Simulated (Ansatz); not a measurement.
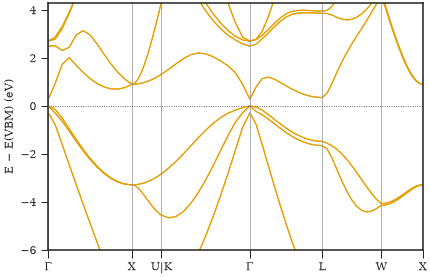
Band structure from the program Ansatz at the r²SCAN with spin–orbit coupling level (PAW)

**Question.** Read off the gap and where the band edges lie.

**Answer.** About 0.3 eV (0.28 eV by a search for the band edges); maximum at Γ, minimum at Γ.

The material is Ge (diamond, Fd-3m).

Symmetry was held in the r²SCAN relaxation; phonons on a q-mesh show no instability.

Potentials: the earlier of the program's two PAW sets.
